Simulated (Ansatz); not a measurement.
**BHLYP/cc-pVDZ run of C2F4O (SMILES O=C(F)C(F)(F)F)**

What is the energy change on altering one bond length of C2F4O at BHLYP/cc-pVDZ? 

Program for the calculation: Ansatz 0.2.0.

51 further runs of the same task are left out: 51 set aside as unsound or not needed.

## (1) Starting point

The species is C2F4O (7 atoms), meant as a singlet with charge 0. SMILES: `O=C(F)C(F)(F)F`. The coordinates come from a PBE0-D4/def2-TZVP relaxation.

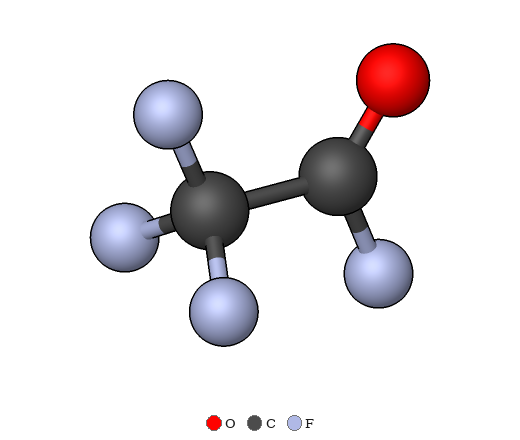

Viewed from a chosen angle; oxygen red, carbon dark grey, fluorine light blue.

## (2) The energy at BHLYP/cc-pVDZ

job.yaml reads:

```yaml
crystal:
  periodic: [false, false, false]
  atoms:
    - symbol: O
      position_ang: [1.061180, -1.396170, 0.701140]
    - symbol: C
      position_ang: [0.088980, -0.798110, 0.435150]
    - symbol: F
      position_ang: [-1.136840, -1.201010, 0.739860]
    - symbol: C
      position_ang: [0.018150, 0.551850, -0.306440]
    - symbol: F
      position_ang: [-0.697880, 0.418270, -1.418740]
    - symbol: F
      position_ang: [-0.564330, 1.461580, 0.468830]
    - symbol: F
      position_ang: [1.230750, 0.963590, -0.619810]
basis:
  gaussian: {orbitals: cc-pVDZ}
magnetization: {spin_polarized: false}
hamiltonian: {xc: {name: BHLYP}}
accuracy: high
output: {orbitals: {seedname: orbitals}}
```

On the command line:

```sh
ansatz run job.yaml --threads 1 --pin off --max-ram 3480MiB --events-out events.jsonl --progress --plain --runs-dir runs
```

The log of the run:

```text
Warning: RAYON_NUM_THREADS=1 ignored (pool sized by the plan → 1); use --threads N
Functional definition: BHLYP
  name "BHLYP"
  parameter a = 0.5
  exchange = (1 - a)*b88_x + a*exact_x
  correlation = lyp_c
2166 factors; integrals over basis functions are off by at most 2.9e-9 eV
mean field evaluation 1: about -14976.8925 eV, gradient 5.7e1 eV
mean field evaluation 2: about -14972.1544 eV, gradient 8.0e1 eV
mean field evaluation 4: about -14982.1982 eV, gradient 3.6e0 eV
mean field evaluation 8: about -14982.8122 eV, gradient 5.1e-1 eV
mean field evaluation 16: about -14982.8127 eV, gradient 5.2e-4 eV
mean field -14982.81268556 eV, -550.6082104791 hartree, gradient 3.9e-8 eV, S^2 0.000000; 0 other end points of the search recorded, 0 dependent functions left out
reference -14982.81270249 eV, -550.6082111014 hartree; 28, 28 occupied and 70, 70 virtual orbitals, 2166 factors
Total energy: -14982.81270249 eV, -550.6082111014 hartree
```

Wall time 8.7 s (1 thread of Arm Neoverse V2, shared host); peak memory 0.36 GiB.

## (3) The distorted shape, same level

input.yaml reads:

```yaml
crystal:
  periodic: [false, false, false]
  atoms:
    - {symbol: O, position_ang: [0.697396, -1.519693, 0.795152]}
    - {symbol: C, position_ang: [-0.274804, -0.921633, 0.529162]}
    - {symbol: F, position_ang: [-1.500624, -1.324533, 0.833872]}
    - {symbol: C, position_ang: [-0.345634, 0.428327, -0.212428]}
    - {symbol: F, position_ang: [-1.061664, 0.294747, -1.324728]}
    - {symbol: F, position_ang: [-0.928114, 1.338057, 0.562842]}
    - {symbol: F, position_ang: [1.230750, 0.963590, -0.619810]}
basis:
  gaussian:
    orbitals: cc-pVDZ
accuracy: high
hamiltonian:
  xc: {name: BHLYP}
output: {orbitals: {seedname: orbitals}}
```

On the command line:

```sh
ansatz run input.yaml --threads 1 --pin off --max-ram 3480MiB --events-out events.jsonl --progress --plain --runs-dir runs
```

The log of the run:

```text
Warning: RAYON_NUM_THREADS=1 ignored (pool sized by the plan → 1); use --threads N
Functional definition: BHLYP
  name "BHLYP"
  parameter a = 0.5
  exchange = (1 - a)*b88_x + a*exact_x
  correlation = lyp_c
2153 factors; integrals over basis functions are off by at most 2.7e-9 eV
mean field evaluation 1: about -14973.3461 eV, gradient 6.3e1 eV
mean field evaluation 2: about -14961.5364 eV, gradient 1.1e2 eV
mean field evaluation 4: about -14980.3759 eV, gradient 5.0e0 eV
mean field evaluation 8: about -14980.9544 eV, gradient 4.4e-1 eV
mean field evaluation 16: about -14980.9548 eV, gradient 3.1e-4 eV
mean field -14980.95482299 eV, -550.5399352889 hartree, gradient 2.4e-8 eV, S^2 0.000000; 0 other end points of the search recorded, 0 dependent functions left out
reference -14980.95484027 eV, -550.5399359242 hartree; 28, 28 occupied and 70, 70 virtual orbitals, 2153 factors
Total energy: -14980.95484027 eV, -550.5399359242 hartree
```

Run time: 8.4 s. Hardware: 1 thread of Arm Neoverse V2, shared host; peak memory 0.35 GiB.

## (4) Results

At BHLYP/cc-pVDZ:

```
                                                         quantity          value
                                        first shape: total energy  -550.60821 Eh
                                         first shape: HOMO energy      -11.58 eV
                                         first shape: LUMO energy       -0.23 eV
                                       first shape: HOMO–LUMO gap       11.35 eV
                                    distorted shape: total energy  -550.53994 Eh
                                     distorted shape: HOMO energy      -11.90 eV
                                     distorted shape: LUMO energy       -0.64 eV
                                   distorted shape: HOMO–LUMO gap       11.26 eV
energy change with the C4–F7 bond stretched from 1.318 to 1.714 Å       1.858 eV
```

With the C4–F7 bond stretched from 1.318 to 1.714 Å the energy rises by 1.86 eV (179 kJ/mol). The first shape isn't relaxed at this level, so the change isn't measured from a minimum.
